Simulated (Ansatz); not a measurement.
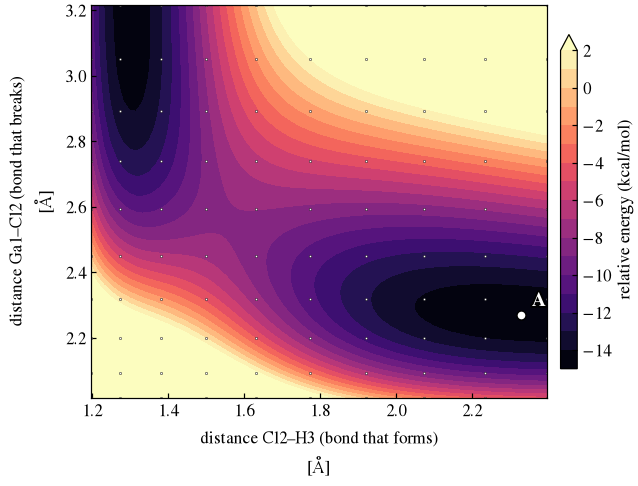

The reacting system Cl₂GaH. The first coordinate is: distance Cl2–H3 (bond that forms); the second: distance Ga1–Cl2 (bond that breaks). Relaxed at each point: all other coordinates. The grid has 10 × 10 points. Points are written as (first, second). Energies are in kcal/mol, from a guessed transition structure relaxed with its forming and breaking bonds held. The reference is spin-restricted, so regions where a bond is pulled apart into radicals lie too high. Computed with RKS CAM-B3LYP-D4/def2-SVP (Ansatz 0.2.0).

In the figure: filled contours, dots at the grid points, one colour for all values above the top of the scale, the point A. Between grid points the surface is interpolated.

**Find the lowest path from A to the other arm of the map, and its barrier.**

The easiest path runs from the side where the first distance is long, about (2.33 Å, 2.27 Å), to the side where the second distance is long, about (1.30 Å, 3.22 Å). Its highest point, at about (1.54 Å, 2.56 Å), lies about 6.7 kcal/mol above the start and 6.7 kcal/mol above the end on the interpolated surface. An end on the edge of the scan is no minimum, so the barrier from there is a lower bound.

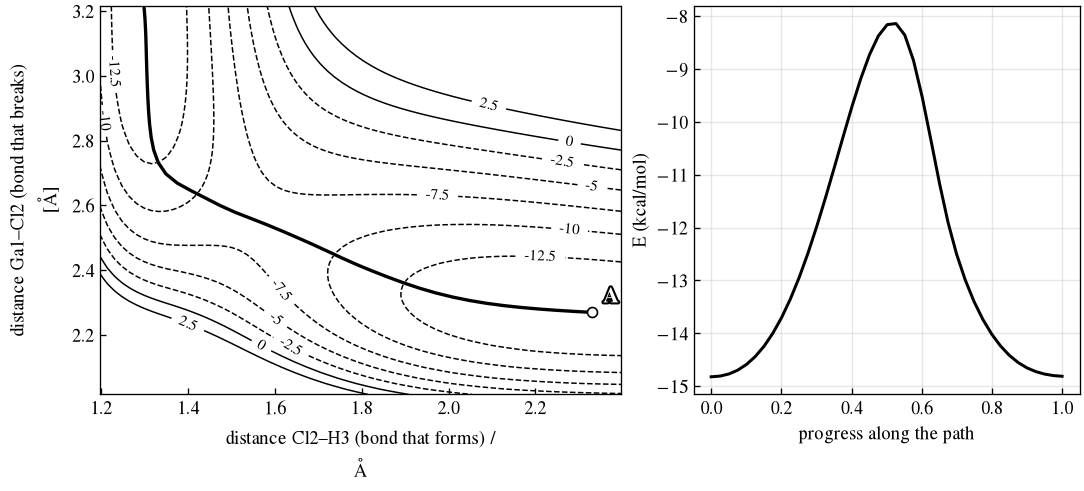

Drawn: contour lines labelled in kcal/mol (none above 2.5), a line along the lowest path, the energy along the path at the right. Between grid points the surface is interpolated.
